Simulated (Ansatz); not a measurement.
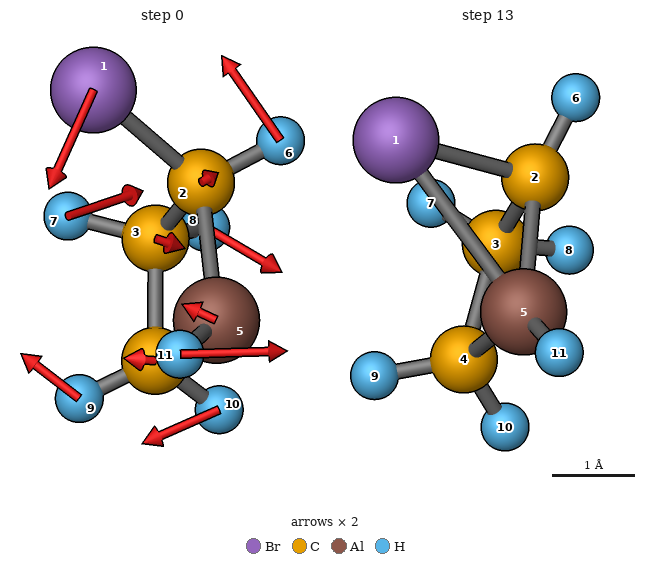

The structure of C$_{3}$H$_{6}$AlBr (coarse preliminary run) before (left) and after (right) a relaxation, at one scale. The red arrows give the displacements, magnified 2 times.

The picture is a ball-and-stick view, seen from a free direction.

The start comes from a force field.

Theory: RKS PBE-D4/def2-SVP in Ansatz 0.2.0.

Input file:
```yaml
crystal:
  periodic: [false, false, false]
  atoms:
    - {symbol: Br, position_ang: [-1.010800, 0.503800, -2.360800]}
    - {symbol: C, position_ang: [-0.880300, 0.584800, -0.443000]}
    - {symbol: C, position_ang: [0.532400, 0.796100, 0.000200]}
    - {symbol: C, position_ang: [0.886400, -0.511000, 0.737500]}
    - {symbol: Al, position_ang: [-0.992700, -1.247400, 0.309500]}
    - {symbol: H, position_ang: [-1.578200, 1.319700, 0.034800]}
    - {symbol: H, position_ang: [1.293200, 0.920000, -0.835700]}
    - {symbol: H, position_ang: [0.683600, 1.675300, 0.703200]}
    - {symbol: H, position_ang: [1.629100, -1.099800, 0.315600]}
    - {symbol: H, position_ang: [0.969700, -0.372600, 1.854400]}
    - {symbol: H, position_ang: [-1.466900, -2.625900, -0.295200]}
basis:
  gaussian: {orbitals: def2-SVP}
hamiltonian: {xc: pbe, dispersion: d4}
relax: {f_tol: 0.03, max_steps: 200}
```

Command:
```bash
ansatz run in.yaml --threads 4 --pin off --events-out ev --progress --plain --max-ram 10444MiB
```

Q: What changed between the two?

A: The atom that moves furthest after the best rigid fit is Br1 (0.71 Å). Largest moves by element: Br 0.71 Å, H 0.66 Å, Al 0.24 Å, C 0.22 Å. Near-neighbour distances that change, for instance: Br1–Al5 3.193 → 2.613 Å, Br1–C2 1.924 → 2.095 Å, C4–H9 1.037 → 1.109 Å, C4–Al5 2.063 → 1.996 Å. Bond angles that change, for instance: Al5–C2–H6 114.1° → 147.0°, Br1–C2–Al5 109.6° → 79.7°, C4–Al5–H11 131.7° → 144.5°. After 13 geometry steps the energy has fallen by 23.3 kcal/mol. Largest force component: 2.6 eV/Å at the start, 0.011 eV/Å at the end. The run took 22 s on 4 threads of Arm Neoverse V1, on a shared host.
